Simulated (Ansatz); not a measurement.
Base system: MgI2 in the CdI2 type structure (space group P-3m1, No. 164; a = 4.124 Å, c = 6.831 Å; layered, stacked along the Cartesian z axis). Axes: x lies along a and z along c of the hexagonal cell.

It is then changed as follows: tensile biaxial strain of 0.50 % in the plane normal to [001], as in epitaxy on a mismatched substrate; the out-of-plane cell vector and the atoms relax.

Level of theory: PBE-D3(BJ) in Ansatz (plane waves to 420 eV, PAW, no spin-orbit coupling).

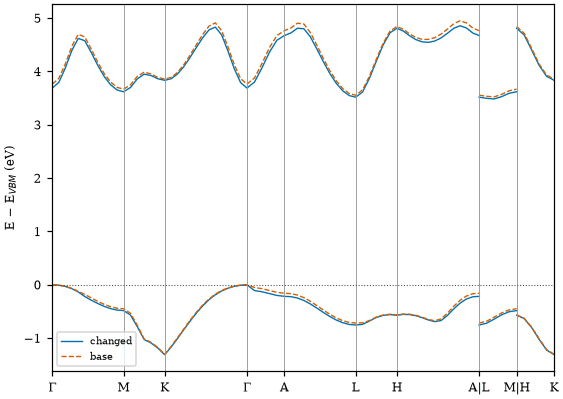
Figure: Highest valence and lowest conduction band along the path, each from its own valence-band maximum

**Question.** Read the changed gap and its character from the plot.

**Answer.** About 3.5 eV, indirect, Γ → L–M (40 % along).

Spin-orbit coupling, missing from the scalar runs, can matter with I. Stability against distortions was not tested.

Ansatz is an electronic-structure program.
